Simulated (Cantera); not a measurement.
Input: 1 mol Si3N4, 0.0041 mol H2O, 550 mol H2, held at 1.33 mbar.

Cantera equilibrium calculation (NASA polynomials, part measured and part estimated; ideal gas, pure solids and liquids). Candidate condensed phases: H2O, Si, SiO2, Si2N2O, Si3N4; 35 gas species. Mutual solubility and eutectic melting of coexisting phases are not modelled. Equilibrium is a limit: real reactors are often held back by kinetics, nucleation or transport.

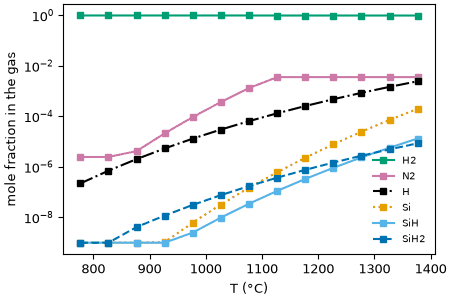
Figure. Equilibrium gas composition (values under 1e-9 drawn at 1e-9)

From 777 °C to 827 °C the condensed part is Si2N2O(s) + Si3N4(s). From 877 °C to 1027 °C the condensed part is Si(s) + Si2N2O(s) + Si3N4(s). At 1077 °C the condensed part is Si(s) + Si3N4(s). From 1127 °C to 1377 °C the condensed part is Si(s).
